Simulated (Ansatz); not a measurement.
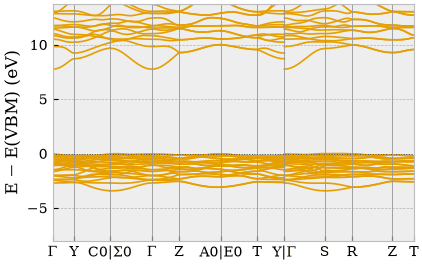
Figure. Band structure from the program Ansatz at the r²SCAN level (PAW)

Task: Read off the gap and where the band edges lie.

Result: About 7.7 eV (7.75 eV by a search for the band edges); maximum on the S–R line, 50 % of the way from S, minimum at Γ.

The material is SrMgF₄ in space group Cmc2_1 (No. 36; Pearson symbol oS24).

The workflow started from a Materials Project entry (that database holds measured and hypothetical structures alike); the Crystallography Open Database files this formula in space group No. 36, but the cells were not matched. Its standing as an ambient phase is unchecked. The r²SCAN relaxation kept the symmetry of its start; whether a distortion lowers the energy is not shown. Spin–orbit coupling is left out wherever it is not named.

Potentials: the earlier of the program's two PAW sets. The files were generated under PBE; for other functionals the program regenerates the frozen cores, and for LDA and PBEsol the local potential too.
